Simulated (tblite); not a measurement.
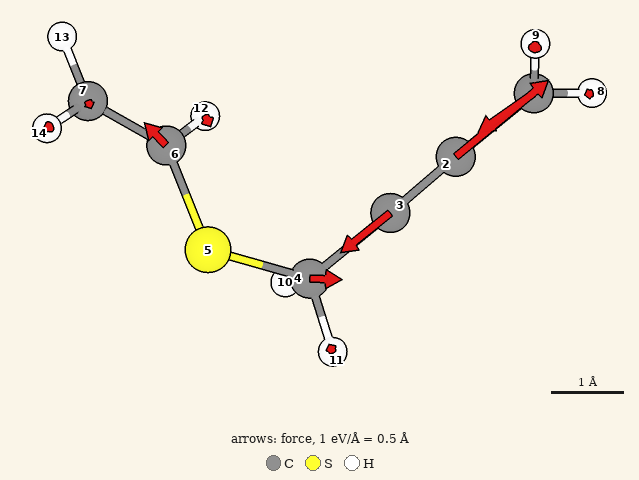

Starting geometry of C6H7S (multiplicity 2) with the computed forces as red arrows. A ball-and-stick model, seen at a tilt.

These are results of GFN2-xTB geometry optimisation, gas phase in tblite, not measurements. 

**Is this structure relaxed? If not, where do the atoms go?**

It isn't relaxed: the largest force vector, on a C atom, is 3.40 eV/Å. The final displacements have little in common with the starting forces (cosine between the two patterns 0.08). An H atom moves most after the best rigid fit: 1.42 Å. Largest moves by element: H 1.42 Å, C 0.35 Å, S 0.09 Å. Near-neighbour distances that change, for instance: C–C 1.410 → 1.346 Å, C–S 1.823 → 1.872 Å, C–C 1.457 → 1.424 Å, C–C 1.207 → 1.226 Å. Among the angles between lasting bonds that change: C–C–C 178.5° → 171.6°, S–C–H 119.2° → 113.5°, H–C–H 106.2° → 110.3°. After 114 geometry steps the energy has fallen by 19.0 kJ/mol.
